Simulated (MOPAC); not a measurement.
# CH4AlClFN: frequency calculation (part 2 of 2)

The same run, continued: CH4AlClFN, SMILES C[NH][Al]([F])[Cl]; PM3, closed shell (MOPAC 23.2.5). The geometry was optimised with PM3.

Geometry of the input (Å):
```
C  -1.0517  -0.4539  -0.2714
N  0.2481  0.0552  -0.6606
Al 1.2316  0.5173  0.6982
F  0.7132  0.3797  2.2671
Cl 3.0783  1.2510  0.3595
H  -1.2129  -1.4896  -0.6159
H  -1.1565  -0.4443  0.8242
H  -1.8764  0.1453  -0.6935
H  0.4093  0.0751  -1.6370
```

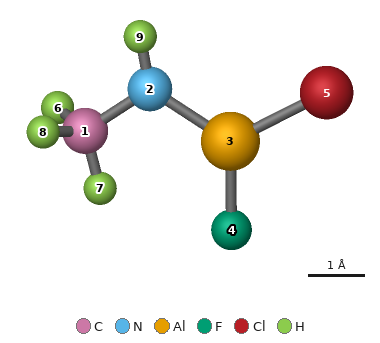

*The structure as given in the input (ball-and-stick view, seen at a tilt; atoms are numbered from 1 in the order of the input). Sticks mark near contacts.*

### The program's output, continued
```
           1    0.1651   -0.0001   -0.1391   -0.0269   -0.5150   -0.0918   -0.0000   -0.2789
           2    0.1558    0.0000   -0.1418   -0.1870    0.1892    0.1731    0.0000   -0.2636
           3   -0.0000   -0.3968    0.0000   -0.0000    0.0001    0.0000   -0.2621    0.0000
           4    0.0649    0.0001    0.0852    0.0843    0.5225   -0.3571   -0.0000    0.1849
           5    0.5457   -0.0000   -0.2236    0.2768   -0.0585   -0.3407    0.0000    0.0496
           6    0.0000    0.2089   -0.0000    0.0000   -0.0001    0.0000   -0.0076   -0.0000
           7   -0.4674   -0.0000   -0.1806   -0.0006    0.0572    0.0376    0.0000    0.0107
           8   -0.1466   -0.0000    0.5996   -0.3337   -0.0443    0.1070    0.0000   -0.0062
           9    0.0001    0.0023    0.0001   -0.0000   -0.0000    0.0000    0.0014   -0.0000
          10    0.2924   -0.0000    0.3079   -0.1005   -0.0127    0.0147    0.0000   -0.0009
          11   -0.4316   -0.0000   -0.4647    0.1279    0.0351   -0.0259    0.0000    0.0063
          12   -0.0001    0.0044   -0.0001    0.0001   -0.0000   -0.0000    0.0008   -0.0000
          13    0.0028   -0.0000    0.0020   -0.0016   -0.0052    0.0013    0.0000   -0.0011
          14    0.0015    0.0000   -0.0008    0.0018   -0.0024    0.0024   -0.0000   -0.0008
          15    0.0000   -0.0021   -0.0000   -0.0000    0.0001    0.0000   -0.0003    0.0000
          16    0.1873    0.5958   -0.2613   -0.3105   -0.0784    0.3411   -0.2172    0.2338
          17   -0.0477   -0.0009    0.1090    0.1994   -0.1559   -0.0381    0.3791    0.4275
          18    0.0074    0.1653   -0.0103    0.0071   -0.0774    0.0870    0.0963    0.3903
          19   -0.1448    0.0000    0.1608    0.3278   -0.5055    0.0714    0.0001   -0.1355
          20   -0.0270   -0.0000    0.0406    0.0850   -0.0755    0.0748   -0.0001   -0.0652
          21    0.0000    0.1717   -0.0000   -0.0000    0.0001   -0.0000    0.7286    0.0000
          22    0.1873   -0.5957   -0.2613   -0.3106   -0.0784    0.3411    0.2172    0.2337
          23   -0.0477    0.0009    0.1090    0.1994   -0.1559   -0.0381   -0.3791    0.4276
          24   -0.0075    0.1655    0.0104   -0.0069    0.0773   -0.0872    0.0961   -0.3903
          25    0.0903    0.0000    0.1102    0.5209    0.2828    0.6285   -0.0000   -0.1035
          26    0.1735   -0.0000   -0.0153    0.2903    0.0433    0.2186   -0.0000   -0.0549
          27    0.0000    0.0696   -0.0000   -0.0001   -0.0000   -0.0001    0.0027    0.0000

   Root No.      17        18        19        20        21

                11 A'      7 A"     12 A'     13 A'     14 A'

                1495.6    3002.9    3031.4    3111.7    3506.3

           1   -0.4636   -0.0001   -0.0132    0.1501   -0.0042
           2    0.0024    0.0000   -0.3030   -0.0197   -0.0006
           3    0.0001   -0.2970   -0.0000    0.0000   -0.0000
           4    0.2571   -0.0000   -0.0013   -0.0015    0.1016
           5    0.1236    0.0000    0.0053   -0.0018   -0.2336
           6   -0.0000    0.0005    0.0000    0.0001   -0.0001
           7   -0.0436    0.0000    0.0031    0.0005    0.0015
           8   -0.0308    0.0000    0.0021    0.0004   -0.0039
           9    0.0000   -0.0002   -0.0000   -0.0000    0.0000
          10   -0.0040    0.0000   -0.0004   -0.0003    0.0002
          11   -0.0086    0.0000   -0.0011   -0.0011    0.0004
          12   -0.0000    0.0001   -0.0000   -0.0001    0.0000
          13   -0.0005    0.0000    0.0000   -0.0000   -0.0000
          14   -0.0012   -0.0000   -0.0000    0.0000   -0.0000
          15   -0.0000   -0.0000    0.0000    0.0000   -0.0000
          16    0.1956   -0.2413    0.1452   -0.1682    0.0061
          17   -0.2182   -0.3356    0.1645   -0.2597    0.0017
          18   -0.0031    0.5331   -0.3603    0.4517   -0.0052
          19    0.6621   -0.0000   -0.2474   -0.1757   -0.0025
          20    0.2416    0.0000    0.7005    0.5887   -0.0002
          21   -0.0001   -0.0424    0.0001    0.0001    0.0000
          22    0.1956    0.2415    0.1454   -0.1683    0.0061
          23   -0.2182    0.3354    0.1644   -0.2596    0.0017
          24    0.0030    0.5331    0.3602   -0.4517    0.0052
          25   -0.1653   -0.0000   -0.0070   -0.0016   -0.3825
          26   -0.0703    0.0000   -0.0091    0.0080    0.8881
          27    0.0000    0.0002    0.0000    0.0000    0.0002

          DESCRIPTION OF VIBRATIONS

 VIBRATION          1    1A"         ATOM PAIR     ENERGY CONTRIBUTION    RADIAL
 FREQUENCY           106.50         C 1 -- N 2         +23.8% (522.5%)      0.0%
 TRANSITION DIPOLE   0.2032         C 1 -- H 7         +20.8% (488.9%)      0.0%
 TRAVEL (Ang.)       0.5218         C 1 -- Al3         +19.5% (473.5%)      0.0%
 REDUCED MASS        2.3253         C 1 -- H 8         +16.1% (430.3%)     50.4%
 EFFECTIVE MASS    181.1272         C 1 -- H 6         +16.1% (430.3%)     50.6%
 FORCE CONSTANT      0.0155

 VIBRATION          2    1A'         ATOM PAIR     ENERGY CONTRIBUTION    RADIAL
 FREQUENCY           118.04         C 1 -- Al3         +21.0% (437.8%)      0.9%
 TRANSITION DIPOLE   0.4973         C 1 -- N 2         +13.3% (348.8%)      0.1%
 TRAVEL (Ang.)       0.3201         N 2 -- Al3         +13.1% (345.5%)      3.8%
 REDUCED MASS        5.5747         C 1 -- H 6         +10.7% (313.0%)      0.0%
 EFFECTIVE MASS    101.6183         C 1 -- H 8         +10.7% (313.0%)      0.0%
 FORCE CONSTANT      0.0458         Al3 -- Cl5         +10.3% (306.7%)      0.0%

 VIBRATION          3    2A"         ATOM PAIR     ENERGY CONTRIBUTION    RADIAL
 FREQUENCY           148.89         C 1 -- H 8         +33.7% (389.1%)      0.3%
 TRANSITION DIPOLE   0.1128         C 1 -- H 6         +33.7% (389.1%)      0.3%
 TRAVEL (Ang.)       0.0000         C 1 -- H 7         +30.7% (371.6%)      0.0%
 REDUCED MASS        0.3377         C 1 -- N 2          +0.7% ( 54.3%)      0.0%
 EFFECTIVE MASS      4.8889
 FORCE CONSTANT      0.0044

 VIBRATION          4    2A'         ATOM PAIR     ENERGY CONTRIBUTION    RADIAL
 FREQUENCY           183.92         C 1 -- N 2         +21.3% (188.1%)      0.0%
 TRANSITION DIPOLE   0.4135         C 1 -- Al3         +20.2% (183.1%)      3.0%
 TRAVEL (Ang.)       0.2031         C 1 -- H 6         +16.7% (166.5%)     15.3%
 REDUCED MASS        8.8853         C 1 -- H 8         +16.7% (166.5%)     15.4%
 EFFECTIVE MASS     41.8737         C 1 -- H 7         +10.3% (130.9%)     99.7%
 FORCE CONSTANT      0.1771

 VIBRATION          5    3A"         ATOM PAIR     ENERGY CONTRIBUTION    RADIAL
 FREQUENCY           211.65         N 2 -- Al3         +22.3% (100.8%)      0.0%
 TRANSITION DIPOLE   1.3342         C 1 -- N 2         +13.8% ( 79.1%)      0.0%
 TRAVEL (Ang.)       0.1824         C 1 -- H 8         +12.2% ( 74.5%)      7.5%
 REDUCED MASS        9.5740         C 1 -- H 6         +12.2% ( 74.5%)      7.4%
 EFFECTIVE MASS     24.5006         Al3 -- F 4         +11.5% ( 72.2%)      0.0%
 FORCE CONSTANT      0.2527

 VIBRATION          6    3A'         ATOM PAIR     ENERGY CONTRIBUTION    RADIAL
 FREQUENCY           246.66         C 1 -- Al3         +19.7% (192.6%)      0.1%
 TRANSITION DIPOLE   1.7233         C 1 -- N 2         +15.2% (169.3%)      0.6%
 TRAVEL (Ang.)       0.1718         C 1 -- H 7         +14.4% (164.8%)     46.5%
 REDUCED MASS        9.2573         C 1 -- H 6         +14.0% (162.7%)     36.0%
 EFFECTIVE MASS     42.6895         C 1 -- H 8         +14.0% (162.7%)     36.1%
 FORCE CONSTANT      0.3318

 VIBRATION          7    4A'         ATOM PAIR     ENERGY CONTRIBUTION    RADIAL
 FREQUENCY           454.86         C 1 -- N 2         +23.9% (171.2%)      1.4%
 TRANSITION DIPOLE   0.8509         C 1 -- Al3         +16.8% (143.5%)    100.0%
 TRAVEL (Ang.)       0.1896         N 2 -- Al3         +15.2% (136.6%)      1.1%
 REDUCED MASS        4.1251         C 1 -- H 7         +10.8% (115.0%)     49.8%
 EFFECTIVE MASS     30.9612         C 1 -- H 6         +10.4% (113.2%)     35.4%
 FORCE CONSTANT      0.5028         C 1 -- H 8         +10.4% (113.2%)     35.5%

 VIBRATION          8    4A"         ATOM PAIR     ENERGY CONTRIBUTION    RADIAL
 FREQUENCY           551.19         N 2 -- H 9         +87.9% ( 98.8%)      0.0%
 TRANSITION DIPOLE   0.6360         C 1 -- N 2          +4.7% ( 22.8%)      0.0%
 TRAVEL (Ang.)       0.3535         N 2 -- Al3          +3.7% ( 20.4%)      0.0%
 REDUCED MASS        0.9788         C 1 -- H 7          +1.2% ( 11.4%)      0.0%
 EFFECTIVE MASS      2.1312
 FORCE CONSTANT      0.1752

 VIBRATION          9    5A'         ATOM PAIR     ENERGY CONTRIBUTION    RADIAL
 FREQUENCY           829.62         N 2 -- Al3         +29.0% ( 91.7%)     93.7%
 TRANSITION DIPOLE   1.6391         C 1 -- N 2         +20.8% ( 77.7%)      6.2%
 TRAVEL (Ang.)       0.1380         Al3 -- F 4         +13.9% ( 63.5%)     66.9%
 REDUCED MASS        4.2707         N 2 -- H 9         +10.7% ( 55.7%)     87.4%
 EFFECTIVE MASS     19.1245
 FORCE CONSTANT      1.7318

 VIBRATION         10    5A"         ATOM PAIR     ENERGY CONTRIBUTION    RADIAL
 FREQUENCY           998.09         C 1 -- H 6         +33.4% ( 78.3%)      7.6%
 TRANSITION DIPOLE   0.1021         C 1 -- H 8         +33.4% ( 78.3%)      7.6%
 TRAVEL (Ang.)       0.3301         C 1 -- H 7         +13.3% ( 49.4%)      0.0%
 REDUCED MASS        0.6200         C 1 -- N 2         +10.3% ( 43.6%)      0.0%
 EFFECTIVE MASS      3.1937
 FORCE CONSTANT      0.3639

 VIBRATION         11    6A'         ATOM PAIR     ENERGY CONTRIBUTION    RADIAL
 FREQUENCY          1007.03         Al3 -- F 4         +32.6% ( 81.7%)     97.2%
 TRANSITION DIPOLE   1.7235         N 2 -- Al3         +17.3% ( 59.4%)     57.2%
 TRAVEL (Ang.)       0.1051         C 1 -- Al3         +13.1% ( 51.8%)     30.9%
 REDUCED MASS        6.0609         Al3 -- Cl5         +10.3% ( 45.9%)      3.6%
 EFFECTIVE MASS     18.2859
 FORCE CONSTANT      3.6214

 VIBRATION         12    7A'         ATOM PAIR     ENERGY CONTRIBUTION    RADIAL
 FREQUENCY          1099.33         N 2 -- H 9         +25.4% ( 61.8%)     15.2%
 TRANSITION DIPOLE   0.5084         C 1 -- H 7         +13.5% ( 45.2%)      8.6%
 TRAVEL (Ang.)       0.3097         N 2 -- Al3         +12.9% ( 44.2%)     93.2%
 REDUCED MASS        0.6393         C 1 -- H 8         +11.9% ( 42.3%)      2.0%
 EFFECTIVE MASS      5.8433         C 1 -- H 6         +11.9% ( 42.3%)      2.0%
 FORCE CONSTANT      0.4552

 VIBRATION         13    8A'         ATOM PAIR     ENERGY CONTRIBUTION    RADIAL
 FREQUENCY          1211.05         C 1 -- N 2         +30.1% ( 84.1%)     94.6%
 TRANSITION DIPOLE   0.4200         C 1 -- H 7         +18.0% ( 65.0%)     90.0%
 TRAVEL (Ang.)       0.1578         C 1 -- H 6         +12.1% ( 53.3%)      1.4%
 REDUCED MASS        2.2370         C 1 -- H 8         +12.1% ( 53.3%)      1.3%
 EFFECTIVE MASS      8.8683         C 1 -- Al3         +11.2% ( 51.2%)     26.3%
 FORCE CONSTANT      1.9330

 VIBRATION         14    9A'         ATOM PAIR     ENERGY CONTRIBUTION    RADIAL
 FREQUENCY          1297.82         N 2 -- H 9         +48.8% ( 80.7%)      0.7%
 TRANSITION DIPOLE   0.1500         N 2 -- Al3         +14.0% ( 43.2%)     90.0%
 TRAVEL (Ang.)       0.2191         C 1 -- N 2         +13.1% ( 41.8%)     21.0%
 REDUCED MASS        1.0824         C 1 -- H 8          +9.7% ( 35.9%)      0.0%
 EFFECTIVE MASS      4.2804
 FORCE CONSTANT      1.0742

 VIBRATION         15    6A"         ATOM PAIR     ENERGY CONTRIBUTION    RADIAL
 FREQUENCY          1360.29         C 1 -- H 7         +50.0% ( 63.3%)      0.0%
 TRANSITION DIPOLE   0.0833         C 1 -- H 6         +20.0% ( 40.1%)     11.6%
 TRAVEL (Ang.)       0.3429         C 1 -- H 8         +20.0% ( 40.1%)     11.5%
 REDUCED MASS        0.4215         C 1 -- Al3          +5.0% ( 20.0%)      0.0%
 EFFECTIVE MASS      1.5893
 FORCE CONSTANT      0.4595

 VIBRATION         16   10A'         ATOM PAIR     ENERGY CONTRIBUTION    RADIAL
 FREQUENCY          1405.43         C 1 -- H 6         +32.1% ( 60.3%)      4.6%
 TRANSITION DIPOLE   0.1487         C 1 -- H 8         +32.1% ( 60.3%)      4.6%
 TRAVEL (Ang.)       0.2861         C 1 -- N 2         +13.9% ( 39.7%)     68.7%
 REDUCED MASS        0.5862         C 1 -- Al3          +8.7% ( 31.4%)     99.3%
 EFFECTIVE MASS      2.9500
 FORCE CONSTANT      0.6822

 VIBRATION         17   11A'         ATOM PAIR     ENERGY CONTRIBUTION    RADIAL
 FREQUENCY          1495.62         C 1 -- H 7         +40.9% ( 76.9%)      2.2%
 TRANSITION DIPOLE   0.2091         C 1 -- N 2         +16.4% ( 48.7%)     97.2%
 TRAVEL (Ang.)       0.2223         C 1 -- H 8         +13.1% ( 43.5%)      4.5%
 REDUCED MASS        0.9124         C 1 -- H 6         +13.1% ( 43.5%)      4.6%
 EFFECTIVE MASS      4.1146
 FORCE CONSTANT      1.2025

 VIBRATION         18    7A"         ATOM PAIR     ENERGY CONTRIBUTION    RADIAL
 FREQUENCY          3002.85         C 1 -- H 8         +48.6% ( 72.4%)     96.7%
 TRANSITION DIPOLE   0.0180         C 1 -- H 6         +48.6% ( 72.4%)     96.7%
 TRAVEL (Ang.)       0.2097         C 1 -- N 2          +1.0% ( 10.3%)      0.0%
 REDUCED MASS        0.5108         C 1 -- Al3          +1.0% ( 10.3%)      0.0%
 EFFECTIVE MASS      1.5081
 FORCE CONSTANT      2.7135

 VIBRATION         19   12A'         ATOM PAIR     ENERGY CONTRIBUTION    RADIAL
 FREQUENCY          3031.42         C 1 -- H 7         +59.3% ( 79.9%)     98.4%
 TRANSITION DIPOLE   0.1326         C 1 -- H 6         +19.2% ( 45.5%)     85.7%
 TRAVEL (Ang.)       0.2170         C 1 -- H 8         +19.2% ( 45.5%)     85.9%
 REDUCED MASS        0.4725         C 1 -- N 2          +1.1% ( 11.1%)      0.1%
 EFFECTIVE MASS      1.5374
 FORCE CONSTANT      2.5584

 VIBRATION         20   13A'         ATOM PAIR     ENERGY CONTRIBUTION    RADIAL
 FREQUENCY          3111.68         C 1 -- H 7         +39.0% ( 60.2%)     98.2%
 TRANSITION DIPOLE   0.1042         C 1 -- H 6         +30.2% ( 53.0%)     97.0%
 TRAVEL (Ang.)       0.2558         C 1 -- H 8         +30.2% ( 53.0%)     97.0%
 REDUCED MASS        0.3311         C 1 -- N 2          +0.3% (  5.6%)     98.6%
 EFFECTIVE MASS      1.1401
 FORCE CONSTANT      1.8886

 VIBRATION         21   14A'         ATOM PAIR     ENERGY CONTRIBUTION    RADIAL
 FREQUENCY          3506.27         N 2 -- H 9         +98.7% (100.0%)     99.9%
 TRANSITION DIPOLE   0.2330         C 1 -- N 2          +0.7% (  8.3%)     17.1%
 TRAVEL (Ang.)       0.1430         N 2 -- Al3          +0.7% (  8.2%)     47.3%
 REDUCED MASS        0.9400
 EFFECTIVE MASS      1.4156
 FORCE CONSTANT      6.8086

      SYMMETRY NUMBER FOR POINT-GROUP Cs  =  1

          SYSTEM IS A GROUND STATE

 CH4AlClFN charge 0

          MOLECULE IS NOT LINEAR

          THERE ARE 21 GENUINE VIBRATIONS IN THIS SYSTEM
          THIS THERMODYNAMICS CALCULATION IS LIMITED TO
          MOLECULES WHICH HAVE NO INTERNAL ROTATIONS

                    CALCULATED THERMODYNAMIC PROPERTIES
                                          *
   TEMP. (K)   PARTITION FUNCTION   H.O.F.    ENTHALPY  HEAT CAPACITY ENTROPY
                                   KCAL/MOL   CAL/MOLE    CAL/K/MOL  CAL/K/MOL

 298.00  VIB.     0.5402D+02                  2729.5591    15.9982    17.0873
         ROT.     0.2269D+06                   888.2803     2.9808    27.4878
         INT.     0.1226D+08                  3617.8394    18.9790    44.5750
         TRA.     0.1138D+28                  1480.4672     4.9680    40.0398
         TOT.                     -163.503    5098.3065    23.9470    84.6148

 298.00  VIB.     0.5402D+02                  2729.5591    15.9982    17.0873
         ROT.     0.2269D+06                   888.2803     2.9808    27.4878
         INT.     0.1226D+08                  3617.8394    18.9790    44.5750
         TRA.     0.1138D+28                  1480.4672     4.9680    40.0398
         TOT.                     -163.503    5098.3065    23.9470    84.6148

 398.00  VIB.     0.2389D+03                  4506.7631    19.4890    22.2054
         ROT.     0.3503D+06                  1186.3609     2.9808    28.3503
         INT.     0.8367D+08                  5693.1241    22.4698    50.5556
         TRA.     0.1756D+28                  1977.2682     4.9680    41.4773
         TOT.                     -160.930    7670.3923    27.4378    92.0329

   *: NOTE: HEATS OF FORMATION ARE RELATIVE TO THE
            ELEMENTS IN THEIR STANDARD STATE AT 298K
              (=  Standard Enthalpy of Formation).

            Hvib:  Zero-point energy is not included.
                   frequencies of less than zero cm-1 are not included.
            Hrot = (3/2)RT
            Htra = (3/2)RT + pV = (5/2)RT

            Heat capacity is Cp, not Cv

           FORCE CONSTANT IN CARTESIAN COORDINATES (Millidynes/A)

    ATOM   CHEMICAL       X               Y               Z
   NUMBER   SYMBOL  FORCE CONSTANT  FORCE CONSTANT  FORCE CONSTANT

      1       C        9.299928        8.590770        7.659173
      2       N        8.309964       10.713051        0.786230
      3      Al        4.131072        8.706188        0.444388
      4       F        2.063942        4.325342        0.080622
      5      Cl        0.757000        0.106253        0.047752
      6       H        1.213759        1.642040        3.622917
      7       H        1.446999        4.773624        0.615568
      8       H        1.214611        1.641184        3.622922
      9       H        1.787312        5.893881        0.158802

 *                    *
 * JOB ENDED NORMALLY *
 *                    *

 TOTAL JOB TIME:             0.09 SECONDS

 == MOPAC DONE ==
```

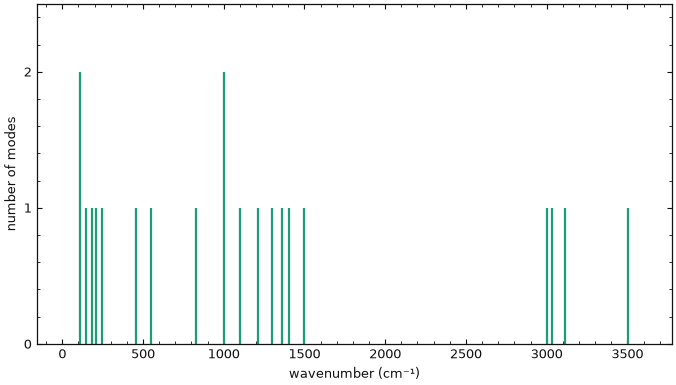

*Harmonic vibrational wavenumbers from the force constants; neighbouring modes closer than 15 cm⁻¹ are counted in one stick.*

21 modes from 106 to 3506 cm⁻¹, none imaginary.

### Summary

| quantity | value |
| --- | --- |
| outcome | converged |
| heat of formation | −163.50 kcal/mol |
| basis functions | 24 |
| zero-point energy | 0.057816 hartree |
| wavenumbers, lowest and highest | 106 and 3506 cm⁻¹ |
| peak memory | 0.09 GiB |

MOPAC's energies along a path are heats of formation.
